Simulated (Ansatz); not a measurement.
BH₃OClF: several calculations on one system

## 1. Relaxation

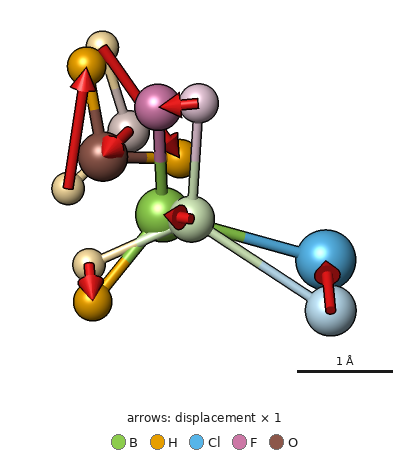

A relaxation of BH3OClF. The starting structure is drawn faded, the final one solid; red arrows show the displacements, at their true length. The two geometries are superimposed by the best rigid fit.

A ball-and-stick model, seen from a free direction.

The run prepares an end point of a later path (reaction) calculation, from a guessed geometry.

Method: RKS BLYP-D4/def2-SVP in Ansatz 0.2.0. Settings: no spin polarisation; force threshold 0.03 eV/Å; at most 50 steps.

Atoms of which element are displaced furthest, and by how much?

Answer. Hydrogen: up to 1.46 Å, against 0.80 Å for chlorine.

What happened in the run?

Answer. The atom that moves furthest after the best rigid fit is an H atom (1.46 Å). By element the largest moves are H 1.46 Å, Cl 0.80 Å, O 0.69 Å, F 0.43 Å, B 0.38 Å. Some distances before and after: B–O 2.603 → 1.761 Å, B–Cl 1.765 → 1.859 Å, B–F 1.332 → 1.367 Å, B–H 1.198 → 1.209 Å. Among the angles between lasting bonds that change: Cl–B–F 119.6° → 114.3°, H–B–Cl 120.6° → 115.9°, H–O–H 102.6° → 105.6°. Over 26 accepted moves (30 points after the start) the energy falls by 7.93 kcal/mol. The largest force component goes from 0.6 to 0.018 eV/Å. The line search rejected the trial steps at points 2, 12, 14, 21 of the run. The forces were under the threshold at step 15, but the run went on from there.

## 2. Relaxation

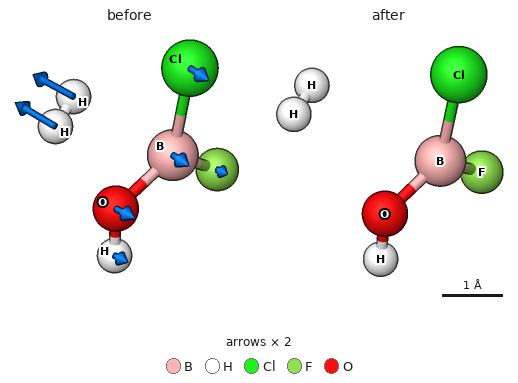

The structure of BH$_{3}$OClF before (left) and after (right) a relaxation, at one scale. The blue arrows give the displacements, magnified 2 times.

Style: ball-and-stick. Shown at a tilt.

The run prepares an end point of a later path (reaction) calculation, from a guessed geometry.

These are results of RKS BLYP-D4/def2-SVP in Ansatz 0.2.0, not measurements. (no spin polarisation; force threshold 0.03 eV/Å; at most 50 steps)

Describe what moved and what it gained.

The atom that moves furthest after the best rigid fit is an H atom (0.52 Å). Largest moves by element: H 0.52 Å, Cl 0.25 Å, O 0.23 Å, B 0.22 Å, F 0.13 Å. Among the contacts that change: H–H 0.719 → 0.766 Å, B–O 1.381 → 1.356 Å, B–F 1.336 → 1.341 Å. The energy falls by 4.50 kcal/mol in 6 geometry steps. The largest force component goes from 1.8 to 0.028 eV/Å. The run took 19 s on 1 thread of Arm Neoverse V1, on a shared host, peak memory 0.16 GiB.

Limits of the set-up: the start holds two separate molecules, 2.2 Å apart at their closest, whose relative position is a soft coordinate.

## 3. Path

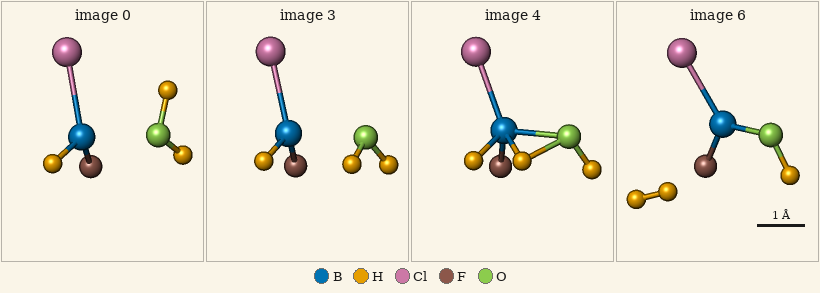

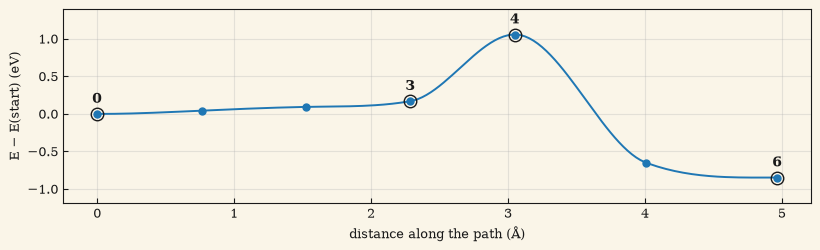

NEB run on BH3OClF. Images are numbered from 0 (start) to 6 (end). A ball-and-stick model, seen at a tilt.

Level of theory: RKS BLYP-D4/def2-SVP (Ansatz).

The input:
```yaml
crystal:
  periodic: [false, false, false]
  atoms:
    - { symbol: B, position_ang: [0.046958, 0.060025, 0.22625] }
    - { symbol: H, position_ang: [0.402607, 0.829294, 1.08916] }
    - { symbol: Cl, position_ang: [1.201332, -0.130109, -1.219061] }
    - { symbol: F, position_ang: [-1.279245, 0.029215, -0.105504] }
    - { symbol: O, position_ang: [0.236784, -1.528238, 0.963115] }
    - { symbol: H, position_ang: [0.793732, -1.988015, 0.288603] }
    - { symbol: H, position_ang: [-0.657066, -1.933172, 0.888235] }
basis:
  gaussian: { orbitals: def2-SVP }
hamiltonian:
  xc: blyp
  dispersion: d4
neb:
  order_check: false
  images: 5
  f_tol: 0.05
  max_iterations: 60
  final_atoms:
    - { symbol: B, position_ang: [0.13056421, -0.71167382, -0.61703265] }
    - { symbol: H, position_ang: [-0.10875293, 0.50140487, 2.26601048] }
    - { symbol: Cl, position_ang: [1.35649845, 0.41768112, -1.21531707] }
    - { symbol: F, position_ang: [-1.16463227, -0.38499411, -0.73165454] }
    - { symbol: O, position_ang: [0.51922705, -1.88300869, -0.0554976] }
    - { symbol: H, position_ang: [-0.24318355, -2.42770801, 0.22278766] }
    - { symbol: H, position_ang: [0.25538104, -0.17270135, 2.26150171] }
  initial_path:
    images:
      - { positions_ang: [[0.046958, 0.060025, 0.22625], [0.402607, 0.829294, 1.08916], [1.201332, -0.130109, -1.219061], [-1.279245, 0.029215, -0.105504], [0.236784, -1.528238, 0.963115], [0.793732, -1.988015, 0.288603], [-0.657066, -1.933172, 0.888235]] }
      - { positions_ang: [[-0.00323047, 0.02931851, 0.14606179], [0.29181341, 0.57090612, 1.23057717], [1.26182115, -0.06104121, -1.18840101], [-1.28863975, -0.04168517, -0.24836757], [0.31793455, -1.531442, 0.82466636], [0.48762969, -2.08451403, 0.26581629], [-0.32222658, -1.54254221, 1.10044497]] }
      - { positions_ang: [[-0.05341894, -0.00138799, 0.06587358], [0.18101982, 0.31251824, 1.37199434], [1.32231031, 0.00802658, -1.15774102], [-1.2980345, -0.11258534, -0.39123114], [0.3990851, -1.534646, 0.68621772], [0.18152737, -2.18101306, 0.24302959], [0.01261284, -1.15191243, 1.31265493]] }
      - { positions_ang: [[-0.10360741, -0.03209448, -0.01431463], [0.07022623, 0.05413036, 1.5134115], [1.38279946, 0.07709436, -1.12708103], [-1.30742926, -0.18348551, -0.53409471], [0.48023565, -1.53785, 0.54776908], [-0.12457494, -2.27751209, 0.22024288], [0.34745226, -0.76128264, 1.5248649]] }
      - { positions_ang: [[-0.0255502, -0.25862093, -0.21522064], [0.01056651, 0.20322186, 1.76427783], [1.37403246, 0.19062328, -1.15649304], [-1.25983026, -0.25065504, -0.59994798], [0.49323278, -1.6529029, 0.34668018], [-0.16411114, -2.3275774, 0.22109114], [0.31676185, -0.56508888, 1.7704105]] }
      - { positions_ang: [[0.052507, -0.48514738, -0.41612664], [-0.04909321, 0.35231337, 2.01514416], [1.36526546, 0.3041522, -1.18590505], [-1.21223127, -0.31782458, -0.66580126], [0.50622992, -1.76795579, 0.14559129], [-0.20364735, -2.37764271, 0.2219394], [0.28607145, -0.36889511, 2.01595611]] }
      - { positions_ang: [[0.13056421, -0.71167382, -0.61703265], [-0.10875293, 0.50140487, 2.26601048], [1.35649845, 0.41768112, -1.21531707], [-1.16463227, -0.38499411, -0.73165454], [0.51922705, -1.88300869, -0.0554976], [-0.24318355, -2.42770801, 0.22278766], [0.25538104, -0.17270135, 2.26150171]] }
```

Command:
```bash
ansatz run input.yaml --threads 1 --pin off --max-ram 2048MiB --backend cpu --events-out ev --progress --plain --runs-dir out
```

> Read off the barrier and say what moves.

The energy climbs by 1.06 eV to image 4 and then falls by 1.90 eV, so the end point sits at −0.85 eV. Breaking: B–H (1.21 → 3.14 Å), H–O (0.98 → 2.89 Å). Forming: B–O (1.76 → 1.36 Å), H–H (2.97 → 0.77 Å). The band converged in 18 iterations. The largest component of the band force went from 33 to 0.033 eV/Å. The climbing image converged on the top of the path. Its vibrational analysis gives one imaginary mode (1312i cm⁻¹), as a transition state must have.
